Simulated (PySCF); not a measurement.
| atom | x (Å) | y (Å) | z (Å) |
| --- | --- | --- | --- |
| Cl | 3.9035 | 0.8004 | 0.2735 |
| C | 2.4402 | -0.0871 | 0.4619 |
| C | 1.4852 | -0.0968 | -0.4502 |
| C | 0.2025 | -0.8520 | -0.2853 |
| C | -0.9531 | 0.0596 | -0.2922 |
| C | -1.4904 | 1.2398 | -0.3536 |
| C | -2.4518 | 0.0919 | -0.2049 |
| H | 2.3860 | -0.6321 | 1.3919 |
| H | 1.5875 | 0.4744 | -1.3612 |
| H | 0.0861 | -1.5671 | -1.1080 |
| H | 0.2062 | -1.4201 | 0.6498 |
| H | -1.4157 | 2.2947 | -0.4421 |
| H | -2.9393 | -0.0823 | 0.7489 |
| H | -3.0475 | -0.2237 | -1.0555 |

Geometry: GFN2-xTB.

Level of theory: PBE0/pcSseg-1, SCF density, gas phase, non-relativistic (PySCF 2.14.0).

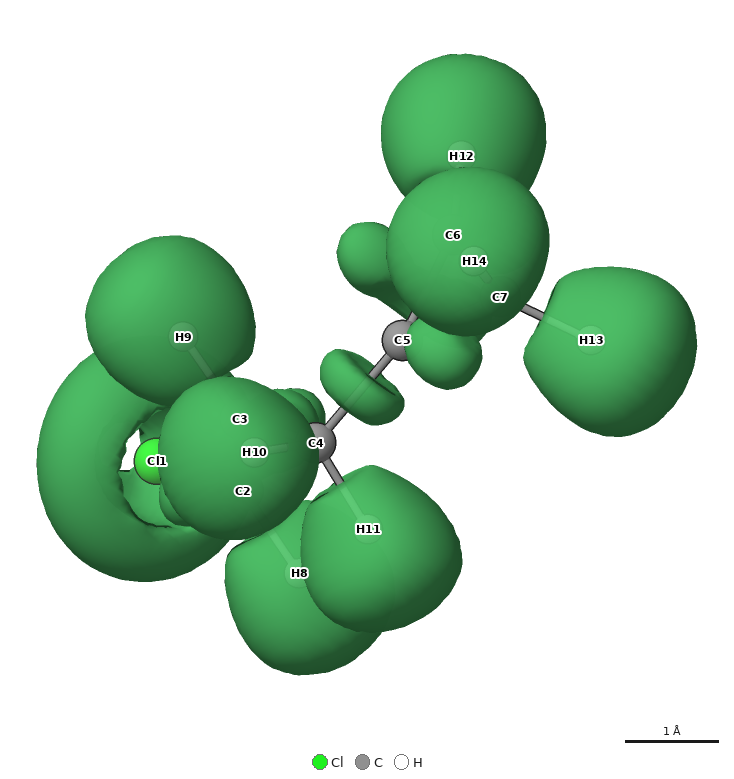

C$_{6}$H$_{7}$Cl (SMILES Cl/C=C/CC1=CC1). Isosurface of the electron localisation function at 0.8 (green), seen at an oblique angle. Core shells and regions of very low density are left out.

Where are the electrons localised?

Answer. At this value the surface marks out six regions between bonded C–C atoms (shared pairs), one region between bonded C–Cl atoms (shared pairs), seven regions around hydrogen nuclei and one ring or bowl of non-bonding electrons around Cl. Profiles from the grid: C–C (1.30 Å): the ELF peaks at about 0.85 between the atoms (a multiple bond). C–Cl (1.72 Å): the ELF peaks at about 0.90 between the atoms (localised, covalent bonding).
